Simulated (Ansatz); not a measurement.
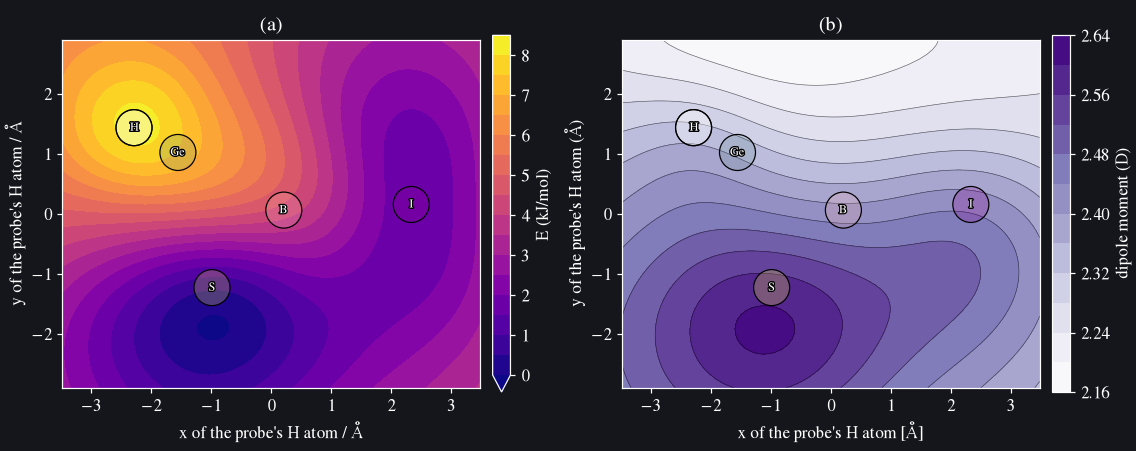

BGeH₂IS (SMILES I[B]1[S][GeH2]1) with the probe H2O. The probe is moved over a plane parallel to the molecule's main plane, 3.37 Å above it. Coordinates scanned: (1) x of the probe's H atom; (2) y of the probe's H atom. Nothing is relaxed (molecule and probe rigid, the probe upright with H nearest the plane). The scan uses a 13 × 11 grid. Points are written as (first, second). Energies are in kJ/mol, from the lowest grid point. Method: RHF/def2-SVPD in Ansatz.

Panel (a) is the energy and panel (b) the computed dipole moment on the same grid.

In the figure: filled contours, labelled circles for the molecule's atoms, projected on the plane. Between grid points the surface is interpolated.

How does the dipole moment vary over the map, and what is it at the lowest grid point?

Leaving out the highest fifth of the energies, it runs from 2.17 D at (−0.58 Å, 2.90 Å) to 2.61 D at (−1.16 Å, −1.74 Å). At the lowest grid point, (−1.16 Å, −1.74 Å), it is 2.61 D.
